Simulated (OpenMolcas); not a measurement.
# AlH₂O₂: excited-state calculation (part 3 of 3)

The same run, continued: AlH₂O₂, multiplicity 2, SMILES [OH][Al][OH]; NEVPT2/ANO-RCC-VDZP, DKH2 (OpenMolcas 26.06). The geometry comes from this level: PBE0-D4/def2-TZVP.

Geometry of the input (Å):
```
O  -1.5735  -0.3246  -0.2375
Al 0.0185  -0.8251  0.0650
O  1.2494  0.3483  0.1600
H  -1.8097  0.5958  -0.3592
H  2.1651  0.1318  0.3304
```

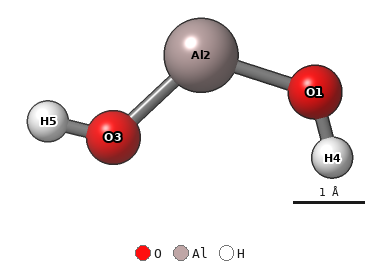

Fig. 1: The structure (ball-and-stick view, seen at a tilt; atoms are numbered from 1 in the order of the input). Sticks mark near contacts.

The program's output, continued
```
--------------------------------------------------------------------------------
--------------------------------------------------------------------------------
 H0 matrices have been computed.

********************************************************************************
  NEVPT2 EQUATION SOLUTION
--------------------------------------------------------------------------------

  Total nr of NEVPT2 parameters:
   Before reduction:      156384
   After  reduction:      154479

 Variance of |WF0>:       2.1373523920
-----------------------------------------------------------------------------------------------------------------------------

  FINAL PC-NEVPT2 RESULT:

      Reference energy:        -393.4621000054
      E2 (Non-variational):      -0.5011187687
      E2 (Variational):          -0.5011187687
      Total energy:            -393.9632187742
      Residual norm:              0.0000000000
      Reference weight:           0.85444

      Contributions to the PC-NEVPT2 correlation energy
      Active & Virtual Only:         -0.0863335973
      One Inactive Excited:          -0.1184112391
      Two Inactive Excited:          -0.2963739323

  FINAL SC-NEVPT2 RESULT:

      Reference energy:        -393.4621000054
      E2 (Non-variational):      -0.4975246856
      E2 (Variational):          -0.4975246856
      Total energy:            -393.9596246910
      Residual norm:              0.0000000000
      Reference weight:           0.86142

      Contributions to the SC-NEVPT2 correlation energy
      Active & Virtual only:         -0.0830524078
      One Inactive Excited:          -0.1181047197
      Two Inactive Excited:          -0.2963675581

++ Denominators, etc.
--------------------------------------------------------------------------------------------------------------
 Report on small energy denominators, large coefficients, and large energy contributions.
CASE  SYMM ACTIVE-MIX  NON-ACTIVE INDICES          DENOMINATOR     RHS VALUE       COEFFICIENT     CONTRIBUTION
ATVX     1  Mu1.0001  Se1.018                       0.40246127     -0.01918999      0.04768159     -0.00091501
ATVX     1  Mu1.0005  Se1.018                       0.62580904      0.01716121     -0.02742244     -0.00047060
ATVX     1  Mu1.0008  Se1.018                       0.73858449      0.01994301     -0.02700166     -0.00053849
ATVX     1  Mu1.0001  Se1.019                       0.41559687      0.01203815     -0.02896593     -0.00034870
ATVX     1  Mu1.0001  Se1.020                       0.53984996      0.03959591     -0.07334613     -0.00290421
ATVX     1  Mu1.0004  Se1.020                       0.70215184     -0.02063567      0.02938918     -0.00060647
ATVX     1  Mu1.0001  Se1.021                       0.56441185      0.01662205     -0.02945022     -0.00048952
ATVX     1  Mu1.0004  Se1.021                       0.72671372     -0.02170023      0.02986077     -0.00064799
ATVX     1  Mu1.0002  Se1.023                       0.85320947     -0.03375481      0.03956216     -0.00133541
ATVX     1  Mu1.0001  Se1.024                       0.76539041     -0.02227314      0.02910037     -0.00064816
ATVX     1  Mu1.0004  Se1.025                       1.01632399     -0.03076242      0.03026832     -0.00093113
ATVX     1  Mu1.0002  Se1.026                       0.93237215      0.04015671     -0.04306940     -0.00172953
ATVX     1  Mu1.0003  Se1.026                       0.93871220     -0.02738104      0.02916873     -0.00079867
ATVX     1  Mu1.0001  Se1.027                       0.90389914     -0.02260130      0.02500423     -0.00056513
ATVX     1  Mu1.0002  Se1.030                       1.13921081     -0.03395108      0.02980228     -0.00101182
ATVX     1  Mu1.0002  Se1.031                       1.21872608     -0.04409772      0.03618346     -0.00159561
ATVX     1  Mu1.0001  Se1.032                       1.21870888     -0.03612682      0.02964352     -0.00107093
ATVX     1  Mu1.0004  Se1.032                       1.38101076      0.05041252     -0.03650408     -0.00184026
AIVX     1  Mu1.0011  In1.010 Se1.020               1.18101548      0.03648737     -0.03089491     -0.00112727
AIVX     1  Mu1.0011  In1.010 Se1.025               1.49518763     -0.03925933      0.02625713     -0.00103084
--

   (Skipping property calculation,
    use PROP keyword to activate)
--

++ NEVPT2 computation for group   2

********************************************************************************
 Multi-State initialization phase begins for group   2
--------------------------------------------------------------------------------
********************************************************************************
 Compute H0 matrices for state    2
--------------------------------------------------------------------------------
--------------------------------------------------------------------------------
 H0 matrices have been computed.

********************************************************************************
  NEVPT2 EQUATION SOLUTION
--------------------------------------------------------------------------------

  Total nr of NEVPT2 parameters:
   Before reduction:      156384
   After  reduction:      154479

 Variance of |WF0>:       2.0850069590
-----------------------------------------------------------------------------------------------------------------------------

  FINAL PC-NEVPT2 RESULT:

      Reference energy:        -393.3290147623
      E2 (Non-variational):      -0.4798879349
      E2 (Variational):          -0.4798879349
      Total energy:            -393.8089026971
      Residual norm:              0.0000000000
      Reference weight:           0.86726

      Contributions to the PC-NEVPT2 correlation energy
      Active & Virtual Only:         -0.0694639213
      One Inactive Excited:          -0.1143610829
      Two Inactive Excited:          -0.2960629307

  FINAL SC-NEVPT2 RESULT:

      Reference energy:        -393.3290147623
      E2 (Non-variational):      -0.4771379738
      E2 (Variational):          -0.4771379738
      Total energy:            -393.8061527361
      Residual norm:              0.0000000000
      Reference weight:           0.87237

      Contributions to the SC-NEVPT2 correlation energy
      Active & Virtual only:         -0.0670102709
      One Inactive Excited:          -0.1140698352
      Two Inactive Excited:          -0.2960578677

++ Denominators, etc.
--------------------------------------------------------------------------------------------------------------
 Report on small energy denominators, large coefficients, and large energy contributions.
CASE  SYMM ACTIVE-MIX  NON-ACTIVE INDICES          DENOMINATOR     RHS VALUE       COEFFICIENT     CONTRIBUTION
ATVX     1  Mu1.0001  Se1.018                       0.25663011      0.00000806     -0.00003139     -0.00000000
ATVX     1  Mu1.0002  Se1.018                       0.36762244     -0.00932353      0.02536170     -0.00023646
ATVX     1  Mu1.0001  Se1.019                       0.28439257     -0.00001716      0.00006034     -0.00000000
ATVX     1  Mu1.0002  Se1.020                       0.51845077      0.01560422     -0.03009778     -0.00046965
ATVX     1  Mu1.0009  Se1.020                       0.74553756      0.02099996     -0.02816755     -0.00059152
ATVX     1  Mu1.0007  Se1.021                       0.76084453     -0.02523917      0.03317257     -0.00083725
ATVX     1  Mu1.0005  Se1.023                       0.82975452      0.02676993     -0.03226246     -0.00086366
ATVX     1  Mu1.0007  Se1.025                       1.02418979     -0.02608650      0.02547037     -0.00066443
ATVX     1  Mu1.0001  Se1.026                       0.68219887      0.02793707     -0.04095150     -0.00114406
ATVX     1  Mu1.0006  Se1.026                       0.94949522      0.03462677     -0.03646861     -0.00126279
ATVX     1  Mu1.0006  Se1.030                       1.14391567     -0.02920990      0.02553501     -0.00074588
ATVX     1  Mu1.0007  Se1.032                       1.39429831      0.03914879     -0.02807777     -0.00109921
AIVX     1  Mu1.0013  In1.010 Se1.020               1.18707034      0.03062498     -0.02579879     -0.00079009
AIVX     1  Mu1.0013  In1.010 Se1.025               1.47412719     -0.04753407      0.03224557     -0.00153276
BJAIP    1  Se1.027 In1.011 Se1.027 In1.011         2.54669907      0.06982041     -0.02741604     -0.00191420
BJAIP    1  Se1.031 In1.013 Se1.031 In1.013         2.58495355      0.06718788     -0.02599191     -0.00174634
BJAIM    1  Se1.027 In1.011 Se1.033 In1.012         2.85845495     -0.07701876      0.02694419     -0.00207521
BJAIM    1  Se1.027 In1.011 Se1.030 In1.013         2.56582631      0.06581767     -0.02565165     -0.00168833
--

   (Skipping property calculation,
    use PROP keyword to activate)
--

++ NEVPT2 computation for group   3

********************************************************************************
 Multi-State initialization phase begins for group   3
--------------------------------------------------------------------------------
********************************************************************************
 Compute H0 matrices for state    3
--------------------------------------------------------------------------------
--------------------------------------------------------------------------------
 H0 matrices have been computed.

********************************************************************************
  NEVPT2 EQUATION SOLUTION
--------------------------------------------------------------------------------

  Total nr of NEVPT2 parameters:
   Before reduction:      156384
   After  reduction:      154479

 Variance of |WF0>:       2.0319575855
-----------------------------------------------------------------------------------------------------------------------------

  FINAL PC-NEVPT2 RESULT:

      Reference energy:        -393.2937590177
      E2 (Non-variational):      -0.4670456487
      E2 (Variational):          -0.4670456487
      Total energy:            -393.7608046665
      Residual norm:              0.0000000000
      Reference weight:           0.86903

      Contributions to the PC-NEVPT2 correlation energy
      Active & Virtual Only:         -0.0594158707
      One Inactive Excited:          -0.1100658058
      Two Inactive Excited:          -0.2975639722

  FINAL SC-NEVPT2 RESULT:

      Reference energy:        -393.2937590177
      E2 (Non-variational):      -0.4643104671
      E2 (Variational):          -0.4643104671
      Total energy:            -393.7580694848
      Residual norm:              0.0000000000
      Reference weight:           0.87473

      Contributions to the SC-NEVPT2 correlation energy
      Active & Virtual only:         -0.0571635677
      One Inactive Excited:          -0.1096159420
      Two Inactive Excited:          -0.2975309574

++ Denominators, etc.
--------------------------------------------------------------------------------------------------------------
 Report on small energy denominators, large coefficients, and large energy contributions.
CASE  SYMM ACTIVE-MIX  NON-ACTIVE INDICES          DENOMINATOR     RHS VALUE       COEFFICIENT     CONTRIBUTION
ATVX     1  Mu1.0001  Se1.018                       0.18142619     -0.00001100      0.00006062     -0.00000000
ATVX     1  Mu1.0002  Se1.018                       0.29241852      0.01440580     -0.04926433     -0.00070969
ATVX     1  Mu1.0003  Se1.018                       0.29875858      0.01251471     -0.04188903     -0.00052423
ATVX     1  Mu1.0001  Se1.019                       0.24004800     -0.00001188      0.00004950     -0.00000000
ATVX     1  Mu1.0010  Se1.021                       1.08234138     -0.03113424      0.02876563     -0.00089560
ATVX     1  Mu1.0006  Se1.023                       0.83590171     -0.03096570      0.03704466     -0.00114711
ATVX     1  Mu1.0011  Se1.023                       1.28589285      0.04957627     -0.03855397     -0.00191136
ATVX     1  Mu1.0011  Se1.026                       1.37015371     -0.05250755      0.03832238     -0.00201221
AIVX     1  Mu1.0006  In1.010 Se1.020               1.13394379     -0.03187074      0.02810610     -0.00089576
AIVX     1  Mu1.0006  In1.010 Se1.025               1.35008274      0.03842761     -0.02846315     -0.00109377
BVATP    1  Mu1.0001  Se1.021 Se1.021               1.39967101      0.04185156     -0.02990099     -0.00125140
BJAIP    1  Se1.027 In1.011 Se1.027 In1.011         2.51851300      0.06475724     -0.02571249     -0.00166507
BJAIP    1  Se1.031 In1.013 Se1.031 In1.013         2.54681675      0.08024002     -0.03150601     -0.00252804
BJAIM    1  Se1.027 In1.011 Se1.033 In1.012         2.80056194     -0.07278676      0.02599006     -0.00189173
BJAIM    1  Se1.027 In1.011 Se1.030 In1.013         2.53266488      0.06416131     -0.02533352     -0.00162543
--

   (Skipping property calculation,
    use PROP keyword to activate)
--

  Total PC-NEVPT2 energies:
::    PC-NEVPT2 Root  1     Total energy:   -393.96321877
::    PC-NEVPT2 Root  2     Total energy:   -393.80890270
::    PC-NEVPT2 Root  3     Total energy:   -393.76080467

++ Multi-State NEVPT2 section:
********************************************************************************
  MULTI-STATE NEVPT2 SECTION
--------------------------------------------------------------------------------

  Output diagonal energies have been shifted. Add    393.00000000000000

  Effective Hamiltonian matrix (Symmetric):

                1               2               3
   1      -786.96321877
   2        -0.00000382   -786.80890270
   3        -0.00001775      0.00968436   -786.76080467

       Total QD-PC-NEVPT2 energies:
::    QD-PC-NEVPT2 Root  1     Total energy:   -393.96321878
::    QD-PC-NEVPT2 Root  2     Total energy:   -393.81077938
::    QD-PC-NEVPT2 Root  3     Total energy:   -393.75892798

       Eigenvectors:
            1.00000000     -0.00000246     -0.00008887
            0.00001933      0.98173646      0.19024598
            0.00008678     -0.19024598      0.98173645

--

  Effective Hamiltonian matrix (Symmetric):

                1               2               3
   1      -786.95962469
   2        -0.00000438   -786.80615274
   3        -0.00000958      0.00861081   -786.75806948

       Total QD-SC-NEVPT2 energies:
::    QD-SC-NEVPT2 Root  1     Total energy:   -393.95962469
::    QD-SC-NEVPT2 Root  2     Total energy:   -393.80764826
::    QD-SC-NEVPT2 Root  3     Total energy:   -393.75657396

       Eigenvectors:
            1.00000000     -0.00001763     -0.00005018
            0.00002596      0.98525059      0.17111772
            0.00004642     -0.17111773      0.98525059

--

  THE ORIGINAL CI ARRAYS ARE NOW MIXED AS LINEAR
  COMBINATIONS, GIVEN BY THE EIGENVECTORS.
  A NEW JOBIPH FILE NAMED 'JOBMIX' IS PREPARED.
********************************************************************************

++ Mixed CI coefficients:
  The CI coefficients for the MIXED state nr.   1
--------------------------------------------------------------------------------
 CI COEFFICIENTS LARGER THAN  5.00E-02
  Occupation of active orbitals, and spin coupling
  of open shells. (u,d: Spin up or down).
  SGUGA info is (Midvert:IsyUp:UpperWalk/LowerWalk)
        Conf  SGUGA info        Occupation    Coefficient         Weight
           1  ( 1:1:   1/   1)   22u0           -0.987637       0.975428
           4  ( 2:1:   2/   1)   2udu            0.097383       0.009484
           5  ( 2:1:   3/   1)   2uud           -0.051690       0.002672
          13  ( 3:1:   1/   2)   ud2u           -0.058471       0.003419
          17  ( 4:1:   1/   1)   uu2d           -0.055631       0.003095

  The CI coefficients for the MIXED state nr.   2
--------------------------------------------------------------------------------
 CI COEFFICIENTS LARGER THAN  5.00E-02
  Occupation of active orbitals, and spin coupling
  of open shells. (u,d: Spin up or down).
  SGUGA info is (Midvert:IsyUp:UpperWalk/LowerWalk)
        Conf  SGUGA info        Occupation    Coefficient         Weight
           2  ( 1:1:   2/   1)   220u            0.962650       0.926696
           3  ( 2:1:   1/   1)   2u20           -0.160336       0.025708
           9  ( 2:1:   3/   2)   u2ud           -0.153779       0.023648
          14  ( 3:1:   2/   2)   udu2           -0.056383       0.003179
          15  ( 3:1:   1/   3)   022u           -0.116274       0.013520
          18  ( 4:1:   2/   1)   uud2            0.051496       0.002652

  The CI coefficients for the MIXED state nr.   3
--------------------------------------------------------------------------------
 CI COEFFICIENTS LARGER THAN  5.00E-02
  Occupation of active orbitals, and spin coupling
  of open shells. (u,d: Spin up or down).
  SGUGA info is (Midvert:IsyUp:UpperWalk/LowerWalk)
        Conf  SGUGA info        Occupation    Coefficient         Weight
           2  ( 1:1:   2/   1)   220u           -0.156173       0.024390
           3  ( 2:1:   1/   1)   2u20           -0.945738       0.894421
           6  ( 2:1:   4/   1)   2u02            0.219546       0.048200
           8  ( 2:1:   2/   2)   u2du           -0.091249       0.008326
          11  ( 3:1:   1/   1)   202u           -0.117863       0.013892
          15  ( 3:1:   1/   3)   022u            0.050985       0.002599
          18  ( 4:1:   2/   1)   uud2            0.071855       0.005163

--

--- Stop Module: caspt2 /rc=_RC_ALL_IS_WELL_ ---

.##################.
.# Happy landing! #.
.##################.

    Timing: Wall=8.58 User=6.79 System=0.96
```

Key numbers

```json
{"quantity": "outcome", "value": "converged"}
{"quantity": "total energy", "value": "−393.963219 hartree"}
{"quantity": "basis functions", "value": "56"}
{"quantity": "wall time", "value": "9 s"}
{"quantity": "peak memory", "value": "0.39 GiB"}
```
